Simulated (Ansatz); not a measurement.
# Be3TlN: relaxing a made-up structure, part 2 of 2

This structure for Be3TlN is made up. Its elements were placed in a known structure type with a cell scaled to their sizes. What cell does the guess relax to, and how far off was it?

Ansatz 0.2.0; DFT, PBE, plane-wave PAW, files of the set soft_1, scalar-relativistic, no spin, cell and ions relaxed at zero pressure; PAW set soft_1 (the session's first sound run).

So far: The structure; Relaxing cell and atoms. The relaxed cell has a = 3.779 Å (conventional setting).

**3. Electronic structure of the relaxed cell**

A second self-consistent run takes a narrower smearing and the mesh shown in its input; the bands follow along the standard path of the relaxed lattice.

This step: DFT, PBE, plane-wave PAW, files of the set soft_1, scalar-relativistic, no spin, bands and density of states at the relaxed cell; PAW set soft_1 (Ansatz 0.2.0).

File input.yaml:

```yaml
crystal:
  lattice:
    - [3.7789151804, 0.0, 0.0]
    - [0.0, 3.7789151804, 0.0]
    - [0.0, 0.0, 3.7789151804]
  atoms:
    - { symbol: Tl, position: [0.0, 0.0, 0.0] }
    - { symbol: "N", position: [0.5, 0.5, 0.5] }
    - { symbol: Be, position: [0.5, 0.0, 0.5] }
    - { symbol: Be, position: [0.5, 0.5, 0.0] }
    - { symbol: Be, position: [0.0, 0.5, 0.5] }
kpoints:
  mp_grid: { grid: [8, 8, 8] }
  band_path:
    path:
      - [[0.0, 0.0, 0.0], [0.0, 0.5, 0.0], [0.5, 0.5, 0.0], [0.0, 0.0, 0.0], [0.5, 0.5, 0.5], [0.0, 0.5, 0.0]]
      - [[0.5, 0.5, 0.0], [0.5, 0.5, 0.5]]
    npoints: 13
scf:
  occupations: { method: fermi_dirac, width: 0.03 }
  n_extra_bands: 9
hamiltonian:
  xc: pbe
  pseudopotentials: { kind: paw, azcp: { folder: soft_1 } }
output:
  forces: true
  stress: true
  write_bands: true
  dos: { projected: true }
  write_density: true
  write_potential: true
  elf: true
  volumetric_format: npy
```

Command:

```
$ ansatz run input.yaml --threads 4 --pin off --max-ram 8192MiB --backend cpu --events-out ev --progress --plain --runs-dir out
```

Numbers of over 12 decimals in the logs are rounded to 6 here.

What it wrote:

```text
[...]
Crystal: 5 atoms, lattice volume = 53.964 Å³
Basis set: ecut = 420 eV, 1021 PW (Γ), exchange–correlation on 54×54×54 points (8 copies of the dense FFT grid, shifted against one another)
Bands: 21, of which v1, the nominal top of the filled ones, is band 12 counted from 1 (11 counted from 0)
Symmetry: 48 space group operations
[...]
k-points: 35 of 512
[...]
SCF iter   1: F=—  HF=-12106.870472 eV  |F-HF|=—  |Δ(HF+E_count)|=         —  Δρ=2.26e-2  dr2=2.08e-1  ethr=3.10e-3  ⟨swp⟩=5.9  Hψ=3655  notcnv=0
[...]
SCF iter   7: F=-12106.875403 eV  HF=-12106.875403 eV  |F-HF|=3.66e-9  |Δ(HF+E_count)|=   2.33e-7  Δρ=8.15e-6  dr2=2.47e-8  ethr=4.17e-10  ⟨swp⟩=10.0  Hψ=4596  notcnv=0
SCF 1 converged in 7 iterations: F = -12106.875403 eV  dr2 = 2.47e-8
[...]
NSCF: frozen V_eff on 80 k-points
SCF converged after 7 iterations
Free energy (F): -12106.875403 eV
[...]
Internal energy: -12106.871376 eV  (E = F + TS)
E sigma→0 (E₀):  -12106.873389 eV
Entropy (-TS):   -0.004027 eV (-0.805 meV/atom)
Fermi energy:    11.553534 eV
[...]
--- Stress (GPa, compression-positive) ---
       -0.049194       0.000000       0.000000
        0.000000      -0.049194       0.000000
        0.000000       0.000000      -0.049194
  P = ⅓ Tr σ = -0.0492 GPa (-0.492 kbar)
--- Band table (eV; the first three rows and the last of 35) ---
  k-point 0: bands = [... 8 lower, 5.1050, 5.1050, 13.0236, 13.0236, 13.0236, 13.4441, 13.4441, 16.2261, ... 5 higher]
  k-point 1: bands = [... 8 lower, 5.2235, 5.4482, 11.8731, 12.8743, 12.8743, 13.5024, 14.4219, 16.0191, ... 5 higher]
  k-point 2: bands = [... 8 lower, 5.5286, 6.1499, 10.4653, 12.3785, 12.3785, 13.6792, 15.5217, 15.6151, ... 5 higher]
  k-point 34: bands = [... 8 lower, 5.8664, 5.9768, 6.8361, 6.8361, 6.8361, 17.0463, 17.0463, 17.0463, ... 5 higher]
```

It took 1.4 s on 4 threads of Arm Neoverse V1, shared host; peak memory 0.35 GiB; 4.8 s of CPU time.

Numbers from this step:

```yaml
free_energy: -12106.8754 eV
energy_at_zero_smearing: -12106.8734 eV
smearing_term_ts: 0.004027 eV
fermi_energy: 11.55 eV
pressure: -0.04919 GPa
```

bands.tsv at the labelled points (eV, zero at the Fermi level; the bands that come nearest the Fermi level along the path):

```
point  band 9  band 10  band 11  band 12  band 13  band 14  band 15  band 16
    Γ   -6.45    -6.45     1.47     1.47     1.47     1.89     1.89     4.67
    X   -5.52    -4.17    -3.03    -0.07    -0.07     2.78     2.92     5.04
    M   -7.80    -5.37    -0.43    -0.43     1.79     2.99     2.99     4.14
    Γ   -6.45    -6.45     1.47     1.47     1.47     1.89     1.89     4.67
    R   -5.69    -5.58    -4.72    -4.72    -4.72     5.49     5.49     5.49
    X   -5.52    -4.17    -3.03    -0.07    -0.07     2.78     2.92     5.04
    M   -7.80    -5.37    -0.43    -0.43     1.79     2.99     2.99     4.14
    R   -5.69    -5.58    -4.72    -4.72    -4.72     5.49     5.49     5.49
```

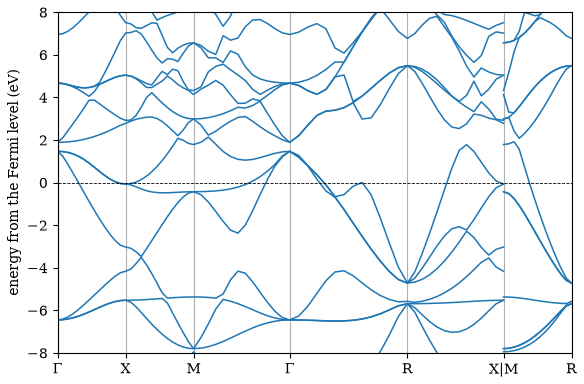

Bands along the path. 6 bands lie wholly below the window drawn.

Counts of states for the cell as run, both spins, by energy window (eV from the Fermi level):

```csv
from,to,total
-8,-7,0.80
-7,-6,1.88
-6,-5,2.18
-5,-4,1.18
-4,-3,0.36
-3,-2,1.31
-2,-1,1.27
-1,0,1.10
0,1,1.39
1,2,0.62
2,3,1.16
3,4,2.66
4,5,2.80
5,6,1.97
```

A further 13.9 states lie below the table's range.

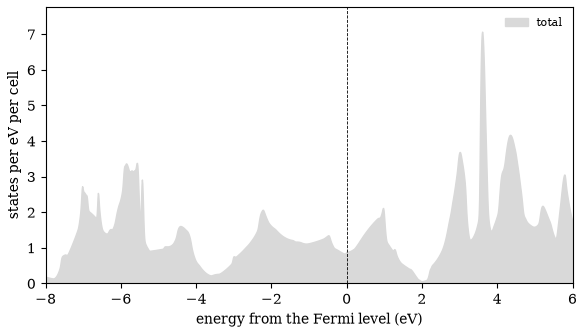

Total density of states, smoothed over about 0.04 eV.

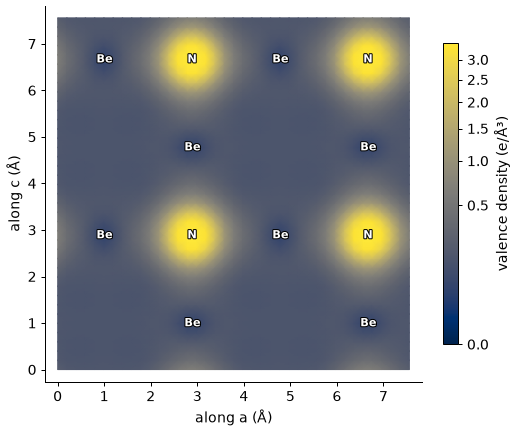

Valence density in the ac plane at fractional y = 0.500, with atoms of N and Be within 0.2 Å of it. It is the smooth field of the valence electrons, not physical close to the nuclei. The map starts off the cell's origin, so that atoms lie inside it. The colour scale is stretched toward low values.

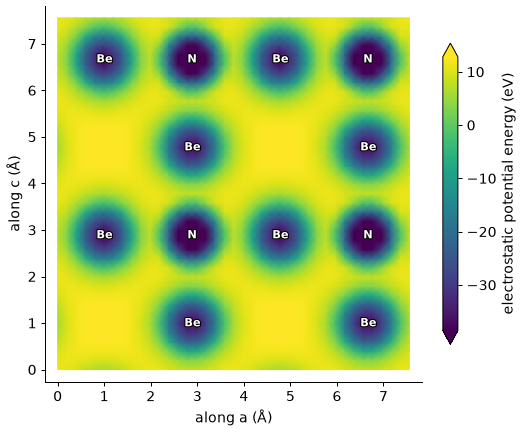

Electrostatic potential energy in the ac plane at fractional y = 0.500, with atoms of N and Be within 0.2 Å of it. With pseudopotentials it is smooth inside the atoms' cores, unlike the true potential. The map starts off the cell's origin, so that atoms lie inside it.

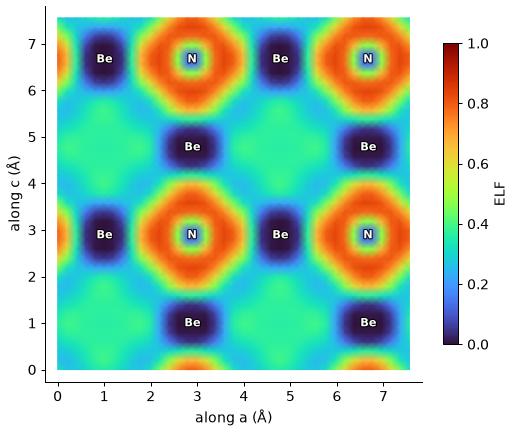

ELF in the ac plane at fractional y = 0.500, with atoms of N and Be within 0.2 Å of it. It is the smooth field of the valence electrons, not physical close to the nuclei. The map starts off the cell's origin, so that atoms lie inside it.

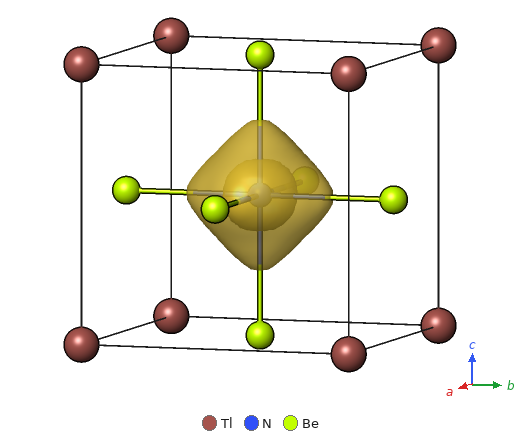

Surface of ELF = 0.75.

**4. What came out**

```
space group, relaxed : Pm-3m
conventional cell    : a = 3.779, b = 3.779, c = 3.779 Å; α = 90.0°, β = 90.0°, γ = 90.0°
volume per atom      : 10.79 Å³ (guess 12.05)
```

In words: Be3TlN relaxes to Pm-3m with a = 3.779, b = 3.779 and c = 3.779 Å. The guessed volume was 12 % too large. The space group Pm-3m was held in the relaxation, so the end point is a stationary structure within it and may be a saddle against distortions or other arrangements. Bands cross the Fermi level, so it is a metal or semimetal at this level. On the 8×8×8 mesh with the narrower smearing (relaxed on 7×7×7) the forces vanish, as symmetry may demand, and the largest stress component is 0.049 GPa, within the relaxation's thresholds of 0.015 eV/Å and 0.05 GPa. The cutoff wasn't tested. Spin-orbit coupling is left out, which can matter for elements this heavy. No dispersion term is used, so weakly bound directions may come out too long. Nothing here tests whether the compound is stable against decomposition.

[Logs are printed without paths, hosts, clocks, repeated set-up lines and the standing remarks that a program may print on its own settings, such as how far it seeks lower states.]

[Hosts, paths, dates, database ids (printed as entryN), source tags and the programs' standing remarks are cut or masked in the printed files.]
